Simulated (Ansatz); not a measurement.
```yaml
atoms:
  - { symbol: O, position_ang: [-1.1204, 0.2576, -1.4578] }
  - { symbol: P, position_ang: [-0.4262, 1.1280, -0.2093] }
  - { symbol: Si, position_ang: [0.5569, -0.6217, 0.8414] }
  - { symbol: H, position_ang: [-1.9845, 0.6088, -1.6609] }
  - { symbol: H, position_ang: [0.7736, 1.5531, -0.8415] }
  - { symbol: H, position_ang: [1.4990, -0.0768, 1.8495] }
  - { symbol: H, position_ang: [1.2861, -1.4969, -0.1042] }
  - { symbol: H, position_ang: [-0.4924, -1.4095, 1.5270] }
```

Theory: RKS BHLYP-D4/def2-SVP (Ansatz).

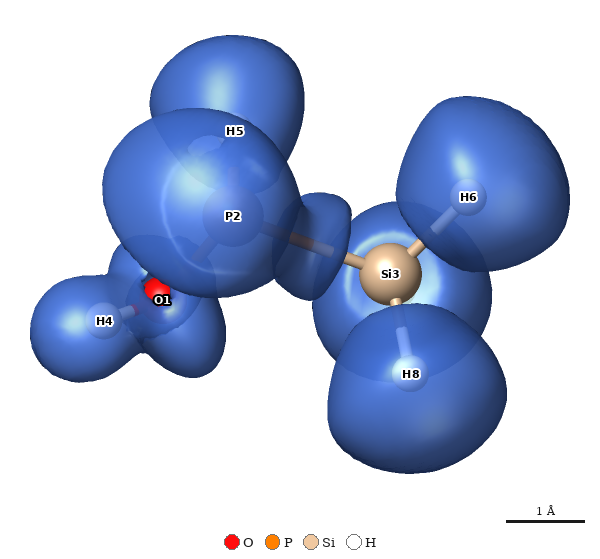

H₅OPSi. Isosurface of the ELF at 0.75 (blue), seen across its widest extent. Core shells and regions of very low density are left out.

**Describe the localisation domains.**

The surface consists of three regions around hydrogen nuclei, one joined region spread over several atoms (H, O), in which their bonds and any lone pairs are merged and one joined region spread over several atoms (H, P), in which their bonds and any lone pairs are merged.

Values along the shortest contacts:
P–O (1.67 Å): the ELF peaks at about 0.85 between the atoms; a shared but strongly polarised pair. Si–P (2.27 Å): the ELF peaks at about 1 between the atoms: a covalent bond.
